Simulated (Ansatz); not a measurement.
## Electronic structure of FH$_{2}$Si (SMILES F[SiH2]) (doublet) in real space

Input file:

```
crystal:
  periodic: [false, false, false]
  atoms:
    - {symbol: F, position_ang: [1.239939, 0.658375, -0.448719]}
    - {symbol: Si, position_ang: [-0.069520, -0.253761, -0.290350]}
    - {symbol: H, position_ang: [-1.250652, 0.651154, -0.217047]}
    - {symbol: H, position_ang: [0.080233, -1.055767, 0.956116]}
basis:
  gaussian: {orbitals: def2-TZVPP}
magnetization: {spin_polarized: true, initial_magnetization: 1}
hamiltonian: {xc: pbe0, dispersion: d4}
output: {orbitals: {seedname: orbitals}}
```

Command:

```sh
ansatz run in.yaml --threads 2 --pin off --events-out ev --progress --plain --max-ram 32768MiB --backend cpu
```

Geometry: PBE0-D4/def2-TZVP.

Method: UKS PBE0-D4/def2-TZVPP in Ansatz 0.2.0.

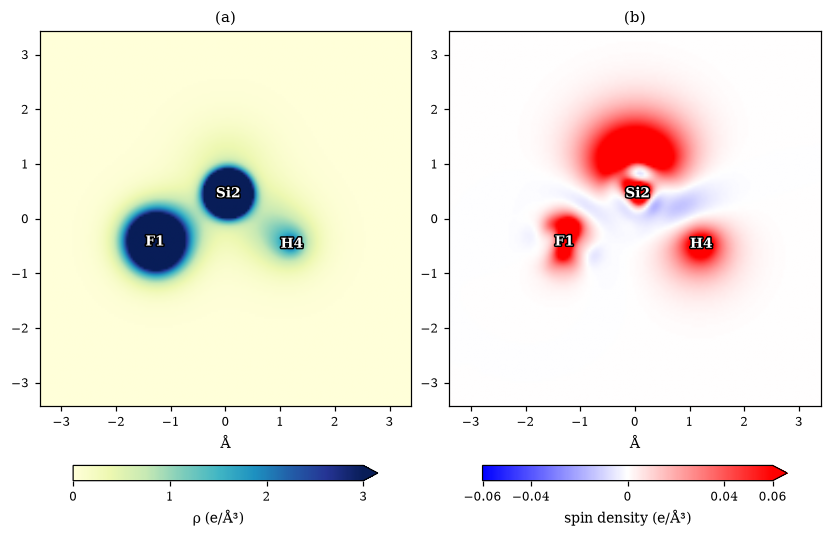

Figure 1. (a) electron density; (b) spin density on the plane of atoms F1, Si2 and H4.

Q: What does the map show?

A: The section cuts through F, Si and H sites.
Si–F (1.60 Å): ρ at the midpoint is about 1.1 e/Å³.
Si–H (1.49 Å): ρ at the midpoint is about 0.81 e/Å³.
The unpaired spin (1 electron) lies mostly on Si2 (about 0.8), in electrons by Hirshfeld's partition.

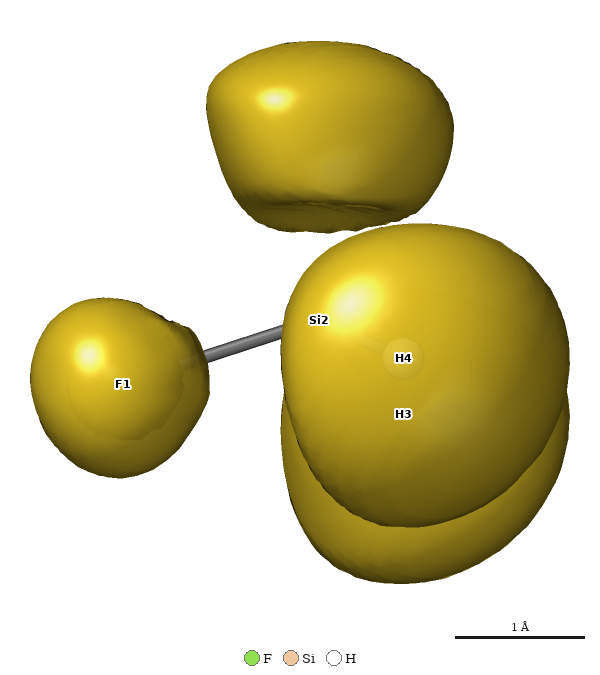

Figure 2. Isosurface of the electron localisation function at 0.8 (yellow), seen from one side. Core shells and regions of very low density are left out.

Q: Where are the electrons localised?

A: The surface consists of two regions around hydrogen nuclei, one lobe on Si, pointing away from the bonds (non-bonding electrons) and one region wrapped around F (its lone pairs, merged into a ring or cap). Profiles from the grid: Si–F (1.60 Å): the ELF peaks at about 0.85 in the valence shell of F, 0.6 Å from its nucleus, and is about 0.50 at the midpoint. Si–H (1.49 Å): the ELF climbs to about 1 towards the hydrogen, as it does in any bond to H.

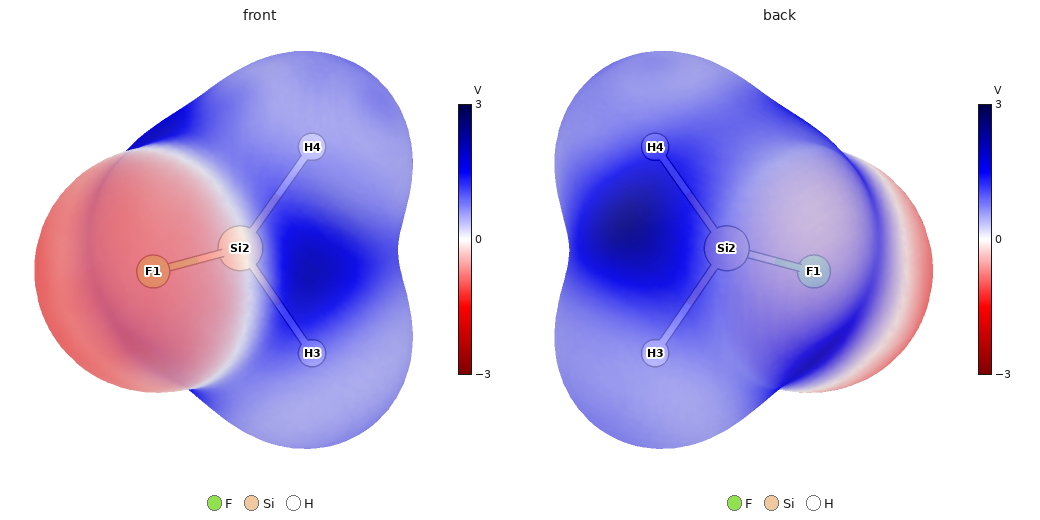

Figure 3. The molecular electrostatic potential painted on the density surface at 0.004 e/bohr³, seen from the front and from behind; red is negative and blue positive.

Q: Which sites attract a positive test charge, and which a negative one?

A: A positive charge is drawn to the negative regions and a negative charge to the positive ones. The most negative region (about −0.9 V) lies over F1, the most positive (about +2.4 V) over Si2.
